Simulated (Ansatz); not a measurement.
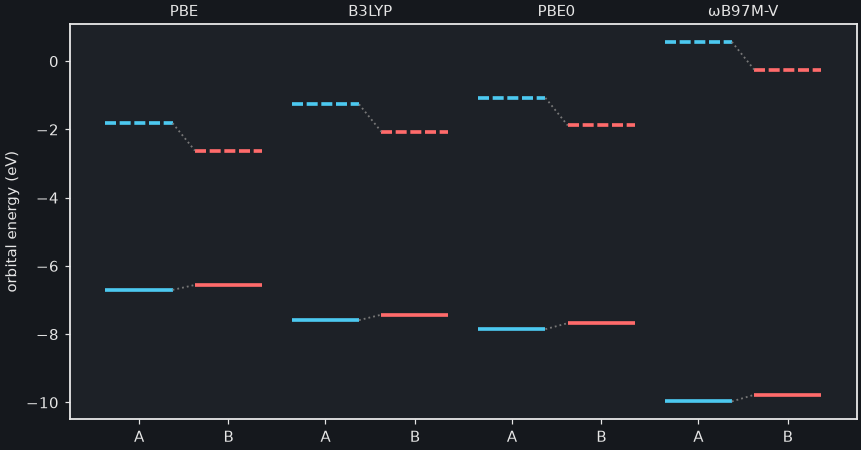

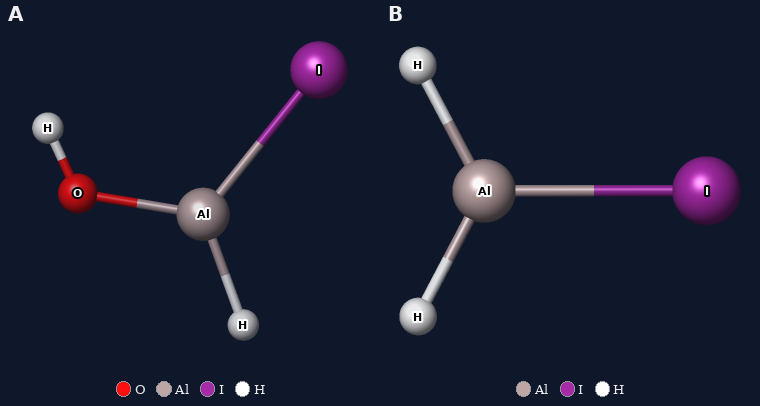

One change: A, AlH₂OI (SMILES [OH][AlH][I]), becomes B, AlH₂I (SMILES [AlH2][I]). OH on Al is replaced by H. HOMO (solid) and LUMO (dashed) computed in def2-TZVPP at PBE0-D4/def2-TZVP geometries, both minima by their frequencies, gas phase, the Ansatz code 0.2.0. Empty levels above zero depend strongly on the basis.

> What does the change do to HOMO and LUMO?

PBE: the HOMO rises by 0.15 eV, the LUMO falls by 0.81 eV, and the separation goes from 4.89 to 3.94 eV. B3LYP: the HOMO rises by 0.16 eV, the LUMO falls by 0.81 eV, and the separation goes from 6.33 to 5.36 eV. PBE0: the HOMO rises by 0.18 eV, the LUMO falls by 0.81 eV, and the separation goes from 6.78 to 5.79 eV. ωB97M-V: the HOMO rises by 0.19 eV, the LUMO falls by 0.81 eV, and the separation goes from 10.54 to 9.53 eV.

> Do the functionals agree on the effect?

They agree on the direction for both levels; the HOMO shift lies between 0.15 and 0.19 eV and the LUMO shift between −0.81 and −0.81 eV, while the separations themselves differ by up to 5.7 eV between functionals.

Note: core potentials past krypton; spin-orbit coupling is left out, and with I it can shift these values.
